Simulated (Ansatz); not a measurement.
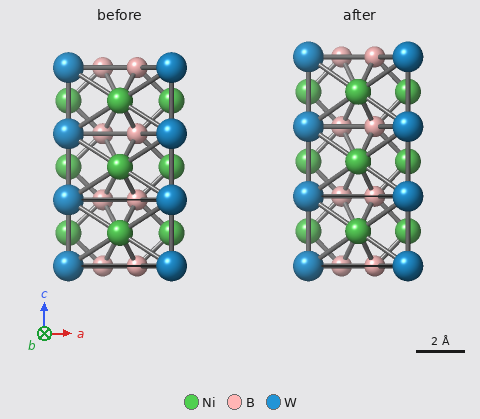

The structure of solid Ni3B2W (a generated structure, set up in P6/mmm) before (left) and after (right) a relaxation, at one scale.

Style: ball-and-stick. Shown: the cell of the calculation, repeated 1 × 1 × 3 with one cell outlined, along the b axis.

The calculation used DFT, PAW plane waves, r2SCAN in Ansatz. Set-up: plane-wave cutoff 500 eV; k-point mesh 4 × 4 × 6; occupations fermi dirac; smearing width 0.1 eV; no spin polarisation; cell and atoms relaxed; at most 40 steps.

Describe what moved and what it gained.

No atom moves by more than 0.005 Å relative to the cell. The volume changes by −1.9 %, with a = b 4.972 → 4.797 Å (−3.5 %), c 2.761 → 2.909 Å (+5.4 %). Near-neighbour distances that change, for instance: W–W 2.761 → 2.909 Å, B–W 2.870 → 2.769 Å, Ni–Ni 2.486 → 2.398 Å, Ni–W 2.843 → 2.805 Å. The space group stays P6/mmm (No. 191). Over 4 accepted moves (6 points after the start) the energy falls by 0.170 eV per cell of the calculation. All forces vanish by symmetry, so only the cell relaxes. Pressure: −2.64 GPa at the start and −0.02 GPa at the end. The line search rejected the trial step at point 3 of the run. At 1 point the geometry stayed and the basis and grid were re-selected for the new cell (energy shift of 0.2 meV per cell of the calculation at most each time). Cost: 27 s on 1 thread of Intel(R) Xeon(R) 6975P-C (Granite Rapids), with other jobs on the host, peak memory 0.73 GiB.

Limits of the set-up: the k-point mesh is coarse for a cell with partly filled bands.
